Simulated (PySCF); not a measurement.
Potential energy curve for BeH, doublet.

- UCCSD(T) = CCSD(T) on UHF/cc-pVDZ run with PySCF
- UKS-PBE0 = unrestricted PBE0/cc-pVDZ run with PySCF
- ROHF/cc-pVDZ (PySCF)

Energies are in kcal/mol, each relative to the lowest point of its own curve near equilibrium.

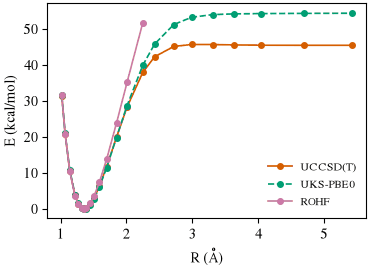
*Energy against bond length for each method.*

```csv
R / Å,UCCSD(T),UKS-PBE0,ROHF
1.02,31.3,31.5,31.5
1.07,20.8,21.0,20.8
1.14,10.6,10.8,10.5
1.22,3.7,3.9,3.5
1.27,1.4,1.5,1.2
1.32,0.2,0.3,0.2
1.36,0.0,0.0,0.0
1.38,0.1,0.0,0.1
1.45,1.2,1.1,1.5
1.51,3.0,2.8,3.6
1.59,6.2,6.0,7.3
1.70,11.7,11.4,13.8
1.85,19.9,19.8,23.8
2.01,28.2,28.7,35.1
2.25,37.9,39.9,51.8
2.43,42.3,45.8,—
2.72,45.1,51.2,—
2.99,45.7,53.2,—
3.31,45.6,54.0,—
3.64,45.5,54.2,—
4.04,45.5,54.2,—
4.69,45.4,54.3,—
5.42,45.4,54.3,—
```

At the longest distance, 5.42 Å, UKS-PBE0 lies highest above its minimum (54.3 kcal/mol) and UCCSD(T) lowest (45.4 kcal/mol).

Dashes: no converged value, or the column stops at the first point that the program doubted or that broke a chosen test of continuity, which isn't proof of a fault.

The unrestricted determinant behind UCCSD(T) is spin-contaminated at 2.01 to 5.42 Å (<S²> up to 1.0, against 0.75 for a pure doublet).
